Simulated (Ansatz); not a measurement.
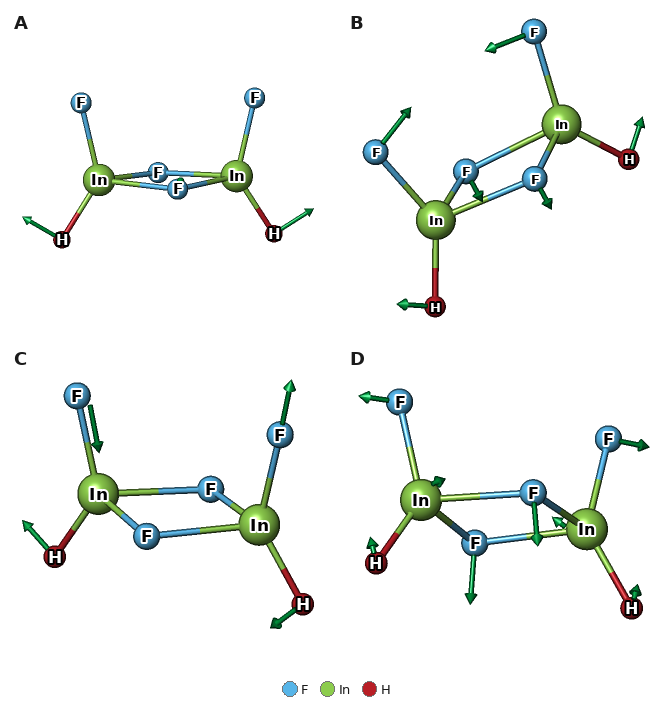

4 normal modes of one molecule or complex, as arrows. Harmonic vibrations computed with RKS PBE0-D4/def2-TZVP, core potentials on In (Ansatz 0.2.0) at a stationary point of the same level.

### Match the panels to the wavenumbers 50 cm⁻¹, 201 cm⁻¹, 452 cm⁻¹, 619 cm⁻¹.

A: 452 cm⁻¹, F–In–H bending
B: 50 cm⁻¹, a torsion or out-of-plane motion in which bond lengths and bond angles hardly change
C: 619 cm⁻¹, out-of-phase stretching of 2 In–F bonds
D: 201 cm⁻¹, F–In–F bending
